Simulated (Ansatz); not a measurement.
# Calculations on GeH3Br

### Relaxation

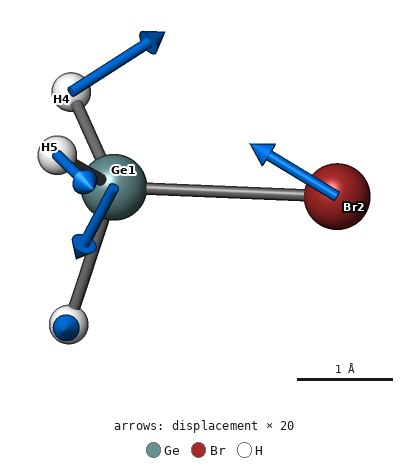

This is a relaxation of GeH3Br (coarse preliminary run). The starting structure is drawn; blue arrows show the displacements, magnified 20 times. The two geometries are superimposed by the best rigid fit.

Style: ball-and-stick. Shown at a tilt.

All numbers below come from Ansatz, RKS PBE-D4/def2-SVP.

Input
```yaml
crystal:
  periodic: [false, false, false]
  atoms:
    - {symbol: Ge, position_ang: [0.154000, -0.041400, -0.097900]}
    - {symbol: Br, position_ang: [-1.591400, -0.145400, 1.480200]}
    - {symbol: H, position_ang: [0.125900, 1.446800, -0.690800]}
    - {symbol: H, position_ang: [-0.105600, -0.983700, -1.264700]}
    - {symbol: H, position_ang: [1.467100, -0.350000, 0.531700]}
basis:
  gaussian: {orbitals: def2-SVP}
hamiltonian: {xc: pbe, dispersion: d4}
relax: {f_tol: 0.03, max_steps: 250}
```

Question: What happened in the run?

Answer: The atom that moves furthest after the best rigid fit is H4 (0.066 Å). By element the largest moves are H 0.066 Å, Ge 0.055 Å, Br 0.054 Å. Some distances before and after: Ge1–H5 1.489 → 1.547 Å, Ge1–H3 1.602 → 1.547 Å, Ge1–Br2 2.355 → 2.329 Å, Ge1–H4 1.522 → 1.548 Å. Bond angles that change, for instance: H3–Ge1–H4 106.8° → 111.4°, Br2–Ge1–H4 111.1° → 107.5°. The optimiser took 4 steps.

### Relaxation

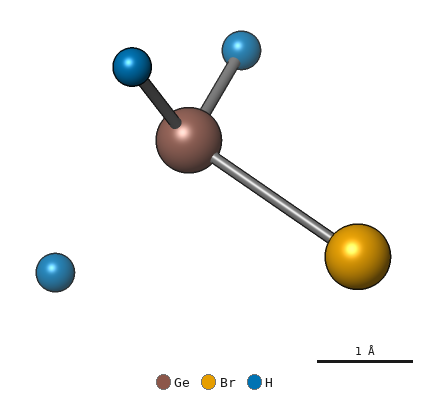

This is the input geometry for a constrained relaxation of GeH3Br. Style: ball-and-stick. Shown at a tilt.

Level of theory: RKS PBE0-D4/def2-TZVP (Ansatz 0.2.0).

Input
```yaml
crystal:
  periodic: [false, false, false]
  atoms:
    - {symbol: Ge, position_ang: [0.149106, -0.001111, -0.137488]}
    - {symbol: Br, position_ang: [-1.538842, -0.166535, 1.429849]}
    - {symbol: H, position_ang: [0.134389, 2.012241, -0.874329]}
    - {symbol: H, position_ang: [-0.162095, -1.010972, -1.246056]}
    - {symbol: H, position_ang: [1.463238, -0.332185, 0.576036]}
basis:
  gaussian: {orbitals: def2-TZVP}
hamiltonian: {xc: pbe0, dispersion: d4}
relax: {f_tol: 0.005, max_steps: 200, constraints: [{distance: [0, 2]}]}
```

Question: What does the optimiser find from here?

Answer: Over 4 geometry steps the energy falls by 0.017 eV. The largest force component goes from 0.21 to 0.00034 eV/Å. H3 moves most after the best rigid fit: 0.048 Å. By element the largest moves are H 0.048 Å, Ge 0.038 Å, Br 0.015 Å. Some distances before and after: Ge1–Br2 2.309 → 2.292 Å. Bond angles that change, for instance: H4–Ge1–H5 111.7° → 114.9°. The run took roughly 18 core-seconds on a shared host.

History of the run:

```json
{"step": "0", "E − E(0), eV": "0.0000", "largest force component, eV/Å": "0.2133"}
{"step": "1", "E − E(0), eV": "-0.0088", "largest force component, eV/Å": "0.1598"}
{"step": "2", "E − E(0), eV": "-0.0163", "largest force component, eV/Å": "0.0629"}
{"step": "3", "E − E(0), eV": "-0.0165", "largest force component, eV/Å": "0.0178"}
{"step": "4", "E − E(0), eV": "-0.0165", "largest force component, eV/Å": "0.0003"}
```

Final geometry:

```xyz
5

Ge    0.1353   -0.0290   -0.1148
Br   -1.5440   -0.1776    1.4386
H     0.1606    1.9725   -0.8830
H    -0.1805   -0.9778   -1.2740
H     1.4744   -0.2867    0.5812
```

### Scan

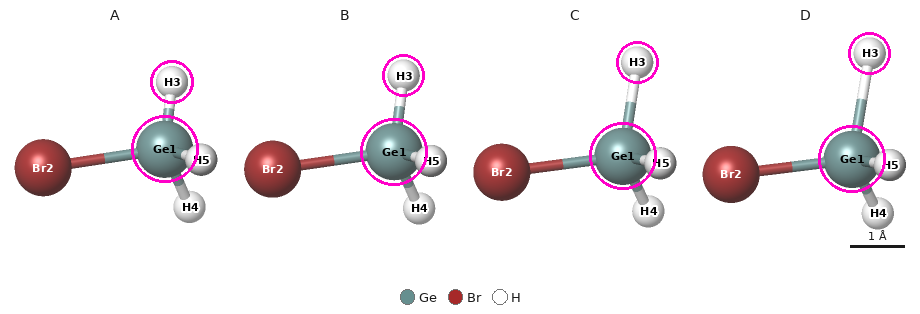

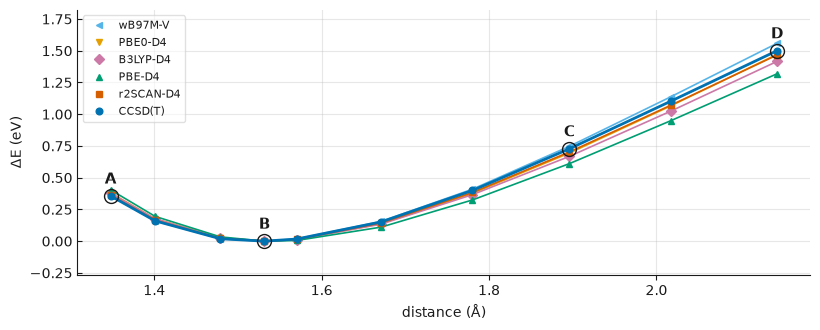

Energy scan for GeH3Br, in which the Ge1–H3 distance is varied, with all other coordinates relaxed. The lettered frames are marked on the plot, at the values of CCSD(T). The picture is a ball-and-stick view, seen from a free direction. The ringed atoms are those of the scanned coordinate.

Single-point energies from Ansatz with CCSD(T), r2SCAN-D4, PBE-D4, B3LYP-D4, PBE0-D4, wB97M-V in the def2-TZVPP basis, on geometries relaxed under the constraint at PBE0-D4/def2-TZVP. Coupled cluster with a frozen core. Energies are counted from the PBE0-D4/def2-TZVP minimum geometry at the same level.

> Read off the main features of the energy profile.

With CCSD(T): of the computed points the lowest is at the distance 1.532 Å, 0.000 eV. At the ends of the scan the energy is 0.355 eV (1.348 Å) and 1.500 eV (2.144 Å). The curvature at the lowest point is about 17 eV/Å² (2.8 mdyn/Å). The well is steeper on the short side, as for any bond. At 2.144 Å the levels give PBE-D4 1.318 eV, B3LYP-D4 1.416 eV, r2SCAN-D4 1.466 eV, PBE0-D4 1.471 eV, CCSD(T) 1.500 eV, wB97M-V 1.558 eV. Closest to CCSD(T) there is PBE0-D4.

### Scan

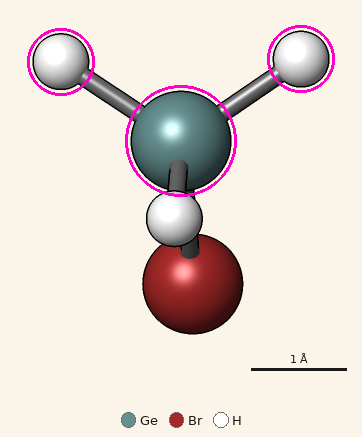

Energy scan for GeH3Br, in which the H5–Ge1–H4 angle is varied, with the rest of the molecule carried along rigidly. The picture shows the minimum geometry. The ringed atoms are those of the scanned coordinate. Style: ball-and-stick. Shown onto the plane of the angle.

Single-point energies from Ansatz with r2SCAN-D4, B3LYP-D4, PBE0-D4, PBE-D4 in the def2-TZVPP basis, on geometries moved rigidly from the minimum at PBE0-D4/def2-TZVP. Energies are counted from the PBE0-D4/def2-TZVP minimum geometry at the same level.

The input:
```yaml
crystal:
  periodic: [false, false, false]
  atoms:
    - {symbol: Ge, position_ang: [0.149106, -0.001111, -0.137488]}
    - {symbol: Br, position_ang: [-1.538842, -0.166535, 1.429849]}
    - {symbol: H, position_ang: [0.138593, 1.437103, -0.663841]}
    - {symbol: H, position_ang: [-0.162095, -1.010972, -1.246056]}
    - {symbol: H, position_ang: [1.463238, -0.332185, 0.576036]}
basis:
  gaussian: {orbitals: def2-TZVPP}
hamiltonian: {xc: r2scan, dispersion: d4}
```

Give the energy at each point (the angle: 81.7, 89.2, 96.7, 104.2, 111.7, 119.2, 126.7, 134.2, 141.7°).

Answer. Energies in kcal/mol.

```csv
angle (°),r2SCAN-D4,B3LYP-D4,PBE0-D4,PBE-D4
81.7,13.4,13.4,13.4,12.6
89.2,7.4,7.4,7.4,7.0
96.7,3.2,3.2,3.3,3.0
104.2,0.8,0.8,0.8,0.7
111.7,0.0,0.0,0.0,0.0
119.2,0.8,0.8,0.8,0.8
126.7,3.2,3.3,3.2,3.0
134.2,7.1,7.2,7.1,6.8
141.7,12.6,12.8,12.6,11.9
```

With r2SCAN-D4: of the computed points the lowest is at the angle 111.7°, 0.0 kcal/mol. The end points stand at 13.4 kcal/mol (81.7°) and 12.6 kcal/mol (141.7°). The curvature at the lowest point is about 4.1 eV/rad². At 81.7° the levels give PBE-D4 12.6 kcal/mol, r2SCAN-D4 13.4 kcal/mol, PBE0-D4 13.4 kcal/mol, B3LYP-D4 13.4 kcal/mol.

As a plot:

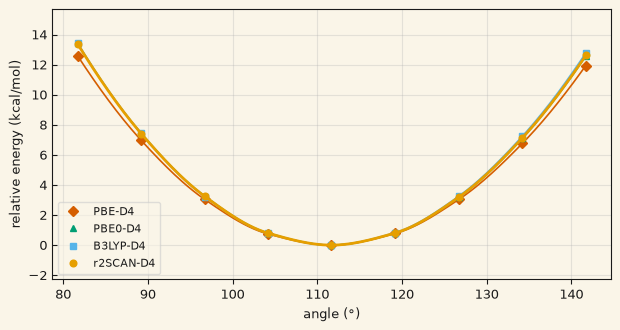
